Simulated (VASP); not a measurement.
Given:

```xyz
3
Lattice="0.0000 2.6688 2.6688 2.6688 0.0000 2.6688 2.6688 2.6688 0.0000" Properties=species:S:1:pos:R:3 pbc="T T T"
Ca     2.6688     2.6688     5.3377
F      1.3344     1.3344     1.3344
F      4.0033     4.0033     4.0033
```

All values below come from LDA (Ceperley-Alder, Perdew-Zunger), VASP's LDA PAW potentials (set 64) (plane waves; VASP). Numerical set-up: 520 eV cut-off, 8×8×8 Γ-centred mesh, tetrahedra with Blöchl corrections, potentials Ca_sv F.

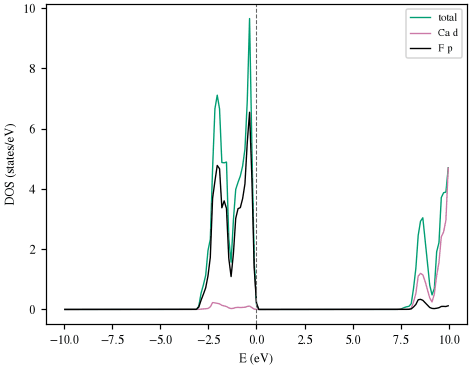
Figure: Total and projected density of states, zero at the valence-band maximum

Within 2 eV below the valence-band maximum the largest weight inside VASP's projection spheres is F p.

The gap is indirect, 7.31 eV, from the valence maximum at X to the conduction minimum at Γ.

The compound is CaF2 in the fluorite structure. It was relaxed first, which changed the volume by -7 %.
